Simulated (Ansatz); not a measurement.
**MoS2, pressure series**

Base system: MoS$_{2}$ in the 2H-MoS2 type structure (space group P6_3/mmc, No. 194; a = 3.149 Å, c = 12.091 Å; layered, stacked along the Cartesian z axis).

Cell and atoms are relaxed at each pressure.

Levels (all Ansatz, a quantum-chemistry and plane-wave program, PAW, earlier PAW set): PBE-D3(BJ) (420 eV, scalar-relativistic without spin-orbit coupling); PBEsol-D3(BJ) (420 eV, scalar-relativistic without spin-orbit coupling).

The base cell above is that of PBE-D3(BJ); each level relaxes its own structures.

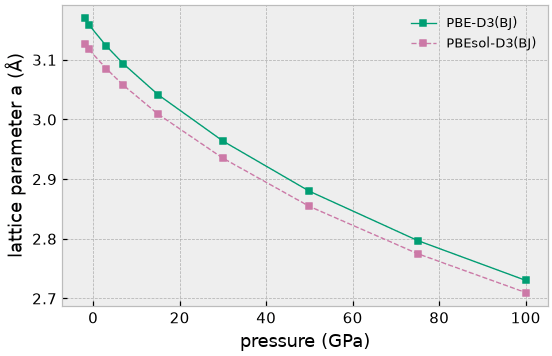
Figure. Lattice parameter a under two levels

### Question
How do the two levels compare along the series?

### Answer
PBE-D3(BJ) lies above PBEsol-D3(BJ) in every row, by 2.0 pm to 4.3 pm. They put the cases in the same order.

A case with no gap was solved on a k-mesh chosen for an insulator, which is coarse for it. Load acts through the strain it causes; cell and atoms are relaxed under it. No phonon test of stability was made. Competing high-pressure phases were not computed. The final runs are not spin-polarised.
